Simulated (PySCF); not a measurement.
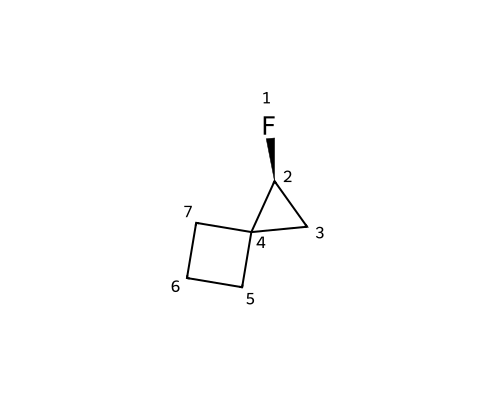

Skeletal drawing with numbered atoms; wedges and dashes mark any stereocentres. The configuration is that of a computed structure (PBE0-D3(BJ)/def2-SVP).

Give the R/S and E/Z labels.

C2: S.
